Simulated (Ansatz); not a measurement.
**C₂H₆Ga+: how energies converge with the basis set**

How large a basis does C₂H₆Ga+ need? Two functionals are run in growing sets.

The runs use Ansatz 0.2.0, Gaussian basis; one geometry, several basis sets.

Plan: PBE0-D4/def2-SVP; ωB97M-V/def2-SVP; PBE0-D4/def2-QZVPP; ωB97M-V/def2-QZVPP; the functionals' def2-TZVPP values are taken from earlier runs.

## Step 1: The geometry

All runs share one geometry, relaxed beforehand with PBE0-D4 in a triple-zeta def2 set.

SMILES `[CH3][Ga+][CH3]`, 9 atoms, charge 1, spin multiplicity 1.

Atoms are counted from 1 here; the program's logs count them from 0.

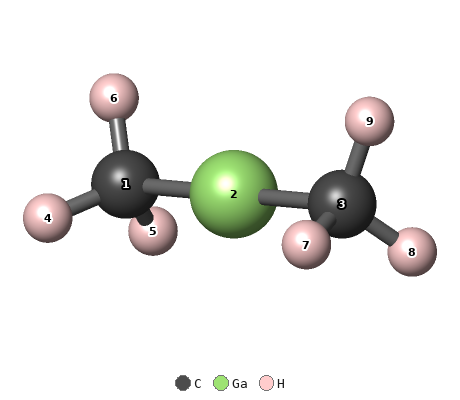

The structure; carbon dark grey, gallium green, hydrogen pink; atoms are numbered from 1 in the order of the file.

## Step 2: PBE0-D4 in def2-SVP

The input, in.yaml:

```yaml
crystal:
  periodic: [false, false, false]
  atoms:
    - {symbol: C, position_ang: [-0.928191, 1.293127, -1.048804]}
    - {symbol: Ga, position_ang: [-0.000005, 0.000000, 0.000005]}
    - {symbol: C, position_ang: [0.928188, -1.293124, 1.048809]}
    - {symbol: H, position_ang: [-1.812931, 0.832261, -1.494118]}
    - {symbol: H, position_ang: [-0.269854, 1.659306, -1.839978]}
    - {symbol: H, position_ang: [-1.232286, 2.126897, -0.411765]}
    - {symbol: H, position_ang: [0.418970, -2.256563, 0.971676]}
    - {symbol: H, position_ang: [1.952425, -1.391055, 0.681650]}
    - {symbol: H, position_ang: [0.943684, -0.970848, 2.092536]}
basis:
  gaussian: {orbitals: def2-SVP}
total_charge: 1
hamiltonian: {xc: pbe0, dispersion: d4}
output: {orbitals: {seedname: orbitals}}
```

The run is started by

```console
> ansatz run in.yaml --threads 2 --pin off --events-out ev --progress --plain --max-ram 32768MiB --backend cpu
```

The runs that follow: ωB97M-V in def2-SVP; PBE0-D4 in def2-QZVPP; ωB97M-V in def2-QZVPP.

Q: Predict the results of all the runs planned. Wanted: PBE0-D4: double and triple zeta above quadruple; ωB97M-V: double and triple zeta above quadruple.

As calculated:

| quantity | value |
| --- | --- |
| PBE0-D4: double and triple zeta above quadruple | 10.48, 1.30 eV |
| ωB97M-V: double and triple zeta above quadruple | 10.58, 1.26 eV |

What this shows: PBE0-D4 gains 9.18 eV from double to triple zeta, then 1.30 eV more. Total energies overstate the basis error of differences, where much of it tends to cancel.
